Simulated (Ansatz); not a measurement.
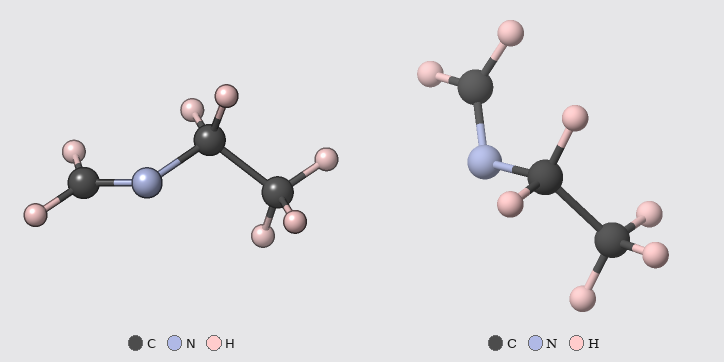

Both panels show the same species.

The geometry was computed by an optimisation with PBE0-D4/def2-TZVP.

Describe the molecule.

The molecule is C3H7N. SMILES: `C=NCC`. It has no ring. Among its groups: imine. This geometry has C1 symmetry. Coordination: 1 C trigonal planar; 1 N bent; 2 C tetrahedral.

More results for the same structure follow; atom numbers are the same in all pictures, views and colours differ.

**Shape**

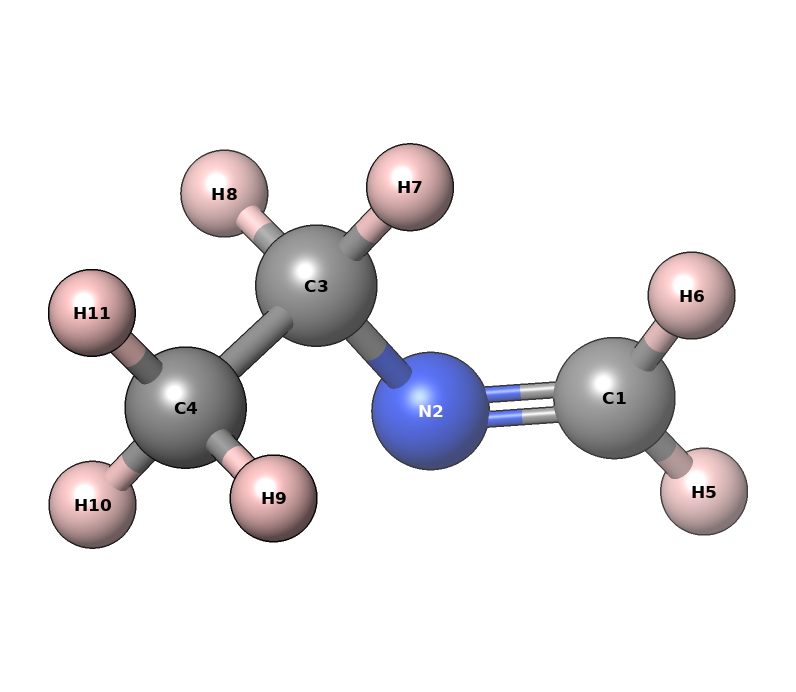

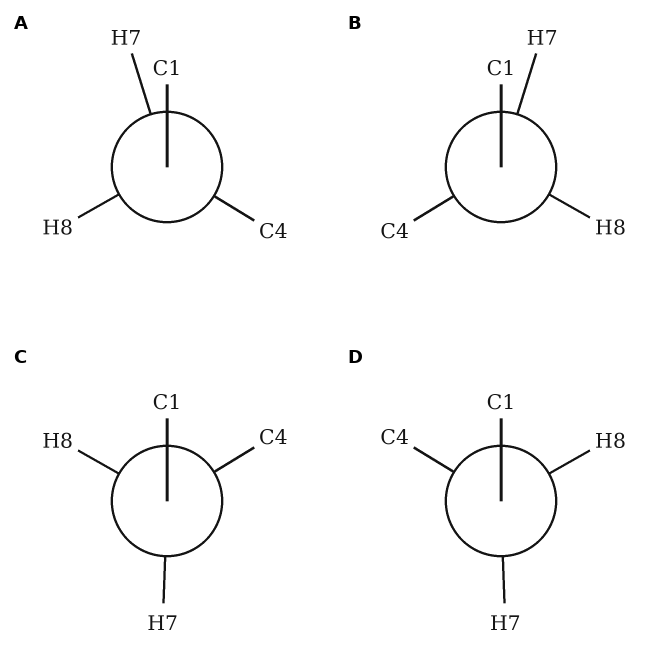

Distant atoms are faded towards the background colour. Bonds that would overlap in a projection are set slightly apart.

Which Newman projection shows the view along N2–C3, with N2 in front?

B. The torsion angle C1–N2–C3–C4 is −122°, anticlinal.

**Electronic properties**

Method: RKS HSE06 (plane-wave form)-D4/def2-TZVPP (Ansatz 0.2.0).

What is the HOMO–LUMO gap?

6.24 eV.

Give the dispersion correction at this level.

−12.1 kJ/mol.

Give the HOMO energy (Kohn–Sham orbital) at this level.

−6.91 eV.

**Charges**

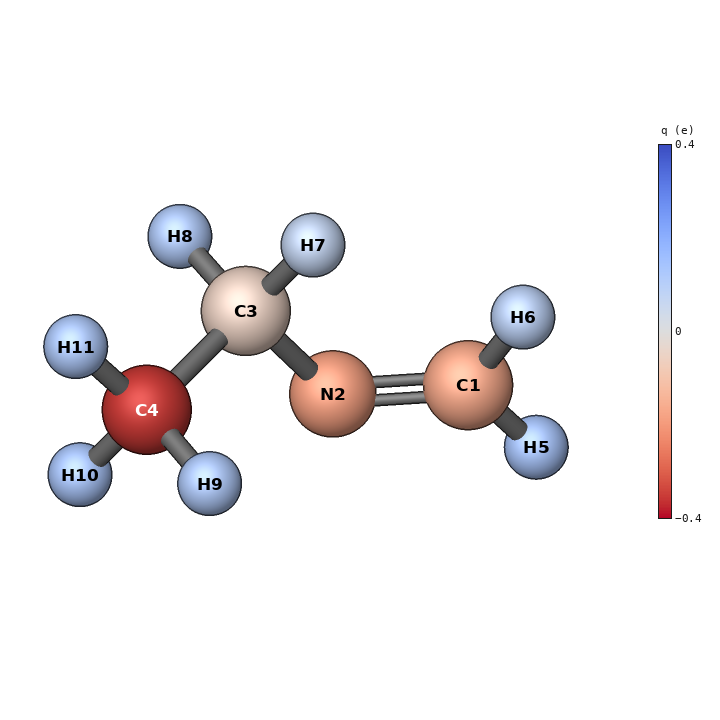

Atoms are coloured by their Mulliken charges. Level of theory: RKS PBE0-D4/def2-TZVP (Ansatz 0.2.0).

Which atom carries the highest charge (most positive or least negative)?

H5, H10 (0.13 e).

And the lowest?

C4 (−0.35 e).

Give the Mulliken charges atom by atom.

```
atom  value (e)
  C1      −0.16
  N2      −0.18
  C3      −0.05
  C4      −0.35
  H5       0.13
  H6       0.09
  H7       0.07
  H8       0.11
  H9       0.12
 H10       0.13
 H11       0.12
```

**Thermal motion**

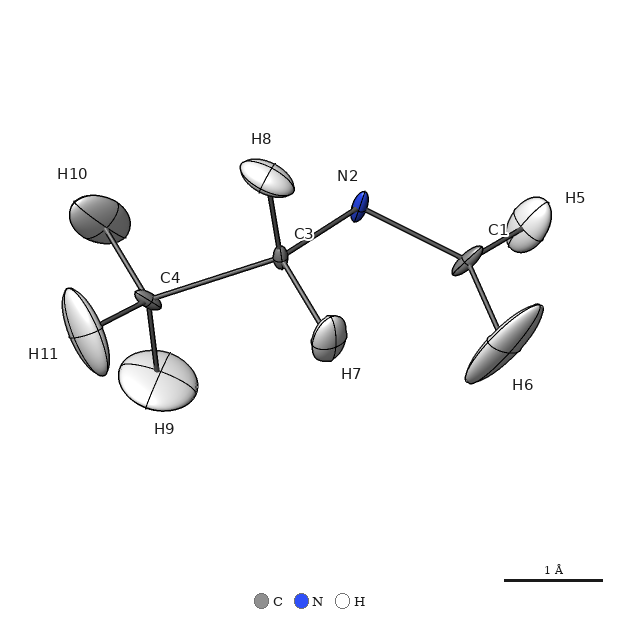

Displacement ellipsoids at the 50 % level, from the internal vibrations of the free molecule (harmonic, no overall translation or rotation; no half-axis is drawn under 0.075 Å). Vibrations computed with RKS PBE0-D4/def2-TZVP (Ansatz 0.2.0). Temperature: 600 K.

Which atom moves most?

H6, with U_eq = 0.0648 Å².

Does H6 move more along its bond or across it?

Across it: the root-mean-square amplitude is 0.079 Å along the bond and up to 0.406 Å across, since bending and torsion are softer than stretching.

Give the displacement parameters, one line for each set of equivalent atoms.

```json
{"atom": "C1", "U_eq (Å²)": "0.0081", "rms amplitudes (Å)": "0.030, 0.042, 0.147"}
{"atom": "N2", "U_eq (Å²)": "0.0075", "rms amplitudes (Å)": "0.035, 0.047, 0.138"}
{"atom": "C3", "U_eq (Å²)": "0.0044", "rms amplitudes (Å)": "0.035, 0.046, 0.099"}
{"atom": "C4", "U_eq (Å²)": "0.0054", "rms amplitudes (Å)": "0.028, 0.041, 0.117"}
{"atom": "H5", "U_eq (Å²)": "0.0267", "rms amplitudes (Å)": "0.085, 0.143, 0.229"}
{"atom": "H6", "U_eq (Å²)": "0.0648", "rms amplitudes (Å)": "0.078, 0.152, 0.406"}
{"atom": "H7", "U_eq (Å²)": "0.0230", "rms amplitudes (Å)": "0.086, 0.129, 0.212"}
{"atom": "H8", "U_eq (Å²)": "0.0212", "rms amplitudes (Å)": "0.097, 0.126, 0.196"}
{"atom": "H9", "U_eq (Å²)": "0.0525", "rms amplitudes (Å)": "0.086, 0.266, 0.281"}
{"atom": "H10", "U_eq (Å²)": "0.0517", "rms amplitudes (Å)": "0.084, 0.161, 0.349"}
{"atom": "H11", "U_eq (Å²)": "0.0454", "rms amplitudes (Å)": "0.098, 0.166, 0.315"}
```

Mulliken values depend strongly on the basis set and can even reverse the polarity of a bond.
